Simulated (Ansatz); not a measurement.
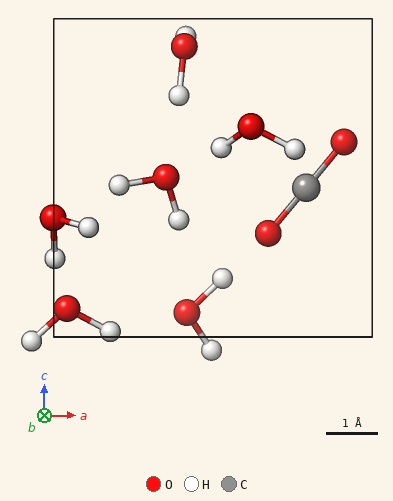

Starting frame of a dynamics run of a periodic cell with 6 H2O + 1 CO2 at 1.027 g/cm³. Style: ball-and-stick. Shown: the simulation cell, along the b axis.

Level of theory: Ansatz, DFT PBE, scalar-relativistic, plane waves, PAW.

The input:
```yaml
crystal:
  lattice:
    - [6.265827, 0.0, 0.0]
    - [0.0, 6.265827, 0.0]
    - [0.0, 0.0, 6.265827]
  atoms:
    - { symbol: O, position: [-0.00636489, 1.07466273, 0.37093936] }
    - { symbol: H, position: [-0.00073806, 1.16907674, 0.24287596] }
    - { symbol: H, position: [0.10485933, 0.97000659, 0.34027675] }
    - { symbol: O, position: [0.41393404, 0.93182219, 0.0728945] }
    - { symbol: H, position: [0.49149925, 1.00183554, -0.04555521] }
    - { symbol: H, position: [0.52579542, 0.91300599, 0.18008285] }
    - { symbol: O, position: [0.34848395, 0.34247823, 0.49812463] }
    - { symbol: H, position: [0.38842299, 0.41036727, 0.36431961] }
    - { symbol: H, position: [0.20127355, 0.28601513, 0.47329771] }
    - { symbol: O, position: [0.61568134, 0.02414079, 0.65786562] }
    - { symbol: H, position: [0.52204033, 0.13187661, 0.59114858] }
    - { symbol: H, position: [0.75298407, 0.04587797, 0.58604066] }
    - { symbol: O, position: [0.03720281, 0.3849542, 1.08568828] }
    - { symbol: H, position: [0.17321636, 0.42758413, 1.01316509] }
    - { symbol: H, position: [-0.07408314, 0.42047756, 0.9834639] }
    - { symbol: O, position: [0.40586085, 0.51460317, 0.90925327] }
    - { symbol: H, position: [0.41069026, 0.66875465, 0.94092344] }
    - { symbol: H, position: [0.38904928, 0.49747192, 0.75483595] }
    - { symbol: C, position: [0.78933108, 0.61442724, 0.46527154] }
    - { symbol: O, position: [0.66975788, 0.62669273, 0.3217817] }
    - { symbol: O, position: [0.90767789, 0.59971332, 0.60893169] }
basis:
  ecutwfc: 420.0
kpoints:
  mp_grid: { grid: [1, 1, 1] }
hamiltonian:
  xc: pbe
scf:
  occupations: { method: fermi_dirac, width: 0.05 }
  lower_state_search: "off"
md:
  timestep: 0.5
  n_steps: 300
  ensemble: nvt_langevin
  temperature: 1500.0
  initial_velocities: maxwell_boltzmann
  seed: 883648
  friction: 0.02
  masses: [{ species: H, mass: 2.014 }]
```

Launched with:
```bash
ansatz run input.yaml --threads 1 --pin off --max-ram 3072MiB --backend cpu --events-out ev --progress --plain --runs-dir out
```

**What does the trajectory do?**

Over the second half the temperature averages 1441 K (spread ±171 K). The potential energy in the second half lies on average 150 meV per atom above the first frame. Root-mean-square distances from the starting positions over the second half, with the common drift of all atoms taken out: H 1.29 Å, O 0.90 Å, C 0.30 Å. The heavy atoms stay within a fraction of a molecule's size of their starting places; so short a run doesn't tell a liquid from a solid.

Along the run (each row but the first and the last is the mean over the interval that it begins):

```
time (fs)  potential energy (meV/atom)  T (K)
      0.0                          0.0   1429
     15.0                         86.3   1086
     30.0                        112.3   1159
     45.0                        120.3   1332
     60.0                        140.5   1621
     75.0                        158.2   1330
     90.0                        138.4   1489
    105.0                        135.8   1464
    120.0                        163.4   1350
    135.0                        154.3   1570
    150.0                        133.8   1455
```

The paths of the atoms:

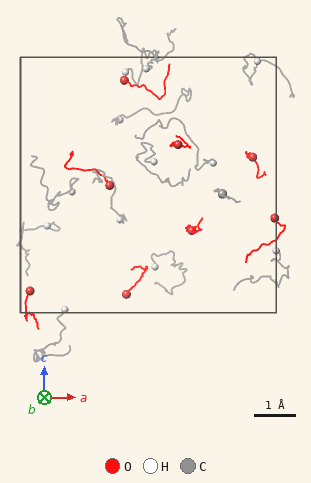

Limits of the set-up: masses were changed (H 2.014 u), which shifts the vibrations; the periodic images lie only 6.3 Å apart, so the values are limited by the cell's size.

The run took of the order of 7 core-minutes on a shared host.
